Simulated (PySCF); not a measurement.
SMILES CSc1ccc(C)s1 at its GFN2-xTB optimised geometry (Å):

```
16

C     -2.4619    -2.0322     0.0582
S     -0.8119    -2.7855    -0.0056
C      0.2086    -1.3623     0.0000
C      1.5702    -1.3623     0.0000
C      2.1139    -0.0582     0.0000
C      1.1798     0.9267     0.0000
C      1.3717     2.4009     0.0024
S     -0.4264     0.2570    -0.0019
H     -2.5555    -1.4382     0.9629
H     -3.1718    -2.8528     0.0706
H     -2.6141    -1.4148    -0.8227
H      2.1551    -2.2633     0.0010
H      3.1718     0.1371     0.0013
H      0.9161     2.8528    -0.8789
H      2.4341     2.6327     0.0055
H      0.9117     2.8502     0.8828
```

Level of theory: PySCF with PBE/def2-TZVP.

Map of the Laplacian of the electron density (e/bohr⁵) on the plane z = 1.5 Å:

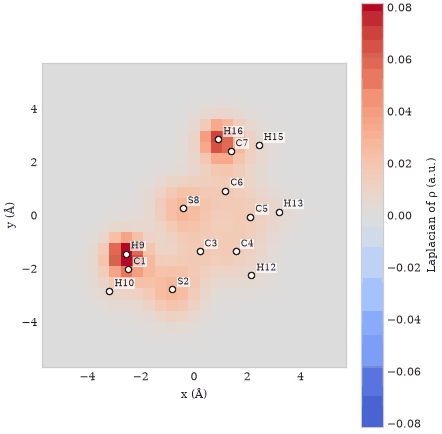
Figure. Laplacian of the electron density (e/bohr⁵) on the plane z = 1.5 Å.
